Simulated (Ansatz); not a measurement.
Al (Fm-3m): the Drude term of Re ε in the infrared

Re ε of Al (Fm-3m) at low photon energies is read from one computed spectrum; the carriers' damping was typed as γ = 0.1 eV.

Symmetry: Fm-3m, No. 225, cubic system. Conventional cell: a = 4.050 Å, b = 4.050 Å, c = 4.050 Å, α = 90.00°, β = 90.00°, γ = 90.00°. Al on site a is surrounded by 12 Al at 2.86 Å.

Method: Ansatz 0.2.0, PBE, independent particles, k-mesh 14×14×14 with interpolation inside its cells, Gaussian parameter 0.1 eV.

Launch of the response step: `ansatz run input.yaml --threads 4 --pin off --max-ram 8192MiB --backend cpu --events-out ev --progress --plain --runs-dir out`. The run took 4 s, on 4 threads of Intel(R) Xeon(R) Platinum 8375C CPU @ 2.90GHz (Ice Lake), with other jobs on the host.

```tsv
photon energy E (eV)	wavelength (µm)	Re ε
0.25	4.96	-2045.7
0.30	4.13	?
0.35	3.54	-1074.6
0.40	3.10	-839.1
0.50	2.48	-602.8
0.60	2.07	-444.5
0.70	1.77	-324.2
```

A Drude term over a constant background gives Re ε = ε_b − ωp²/(E² + γ²), linear in 1/(E² + γ²).

Working, on the rows shown:

| x = 1/(E² + γ²) (eV⁻²) | y = Re ε |
| --- | --- |
| 13.7931 | -2045.7 |
| 7.54717 | -1074.6 |
| 5.88235 | -839.1 |
| 3.84615 | -602.8 |
| 2.7027 | -444.5 |
| 2 | -324.2 |

Means: x̄ = 5.9619, ȳ = -888.48. Σ(x − x̄)(y − ȳ) = -13650, Σ(x − x̄)² = 94.64. Slope = -13650 / 94.64 = -144.2; intercept = ȳ − slope · x̄ = -28.712. The line misses the rows shown by at most 42.

**Question.** Fill in the last column of the withheld row.

**Answer.** At x = 10 the line gives y = -1470.8. The run gave -1452.2, so the interpolation is off by 19, 1.1 % of the range in the table.

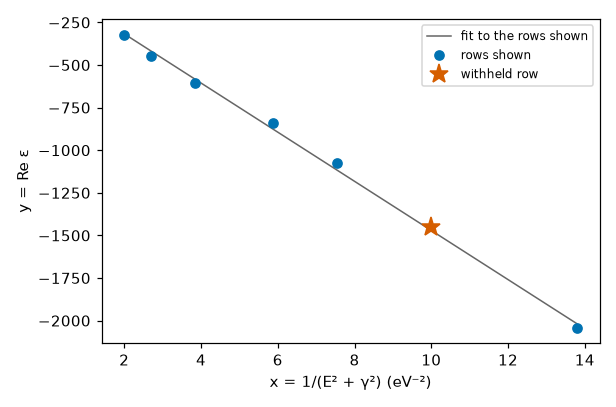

Refitted with all rows, the slope is -143.6 and the intercept -29.931. These give ωp = √(−slope) = 11.98 eV, against 12.46 eV from the program's Fermi-surface sum, and an intercept of -29.9. Taking the program's Drude term off the rows leaves 95 at the lowest energy and -14 at the highest, so the background isn't constant: interband transitions lie in or near the window, and neither fitted number can be trusted. The values come from a sum over the points of one k-mesh and carry its error, which is largest for Fermi-surface quantities.

[Logs are printed without paths, hosts, clocks, repeated set-up lines and the standing remarks that a program may print on its own settings, such as how far it seeks lower states.]
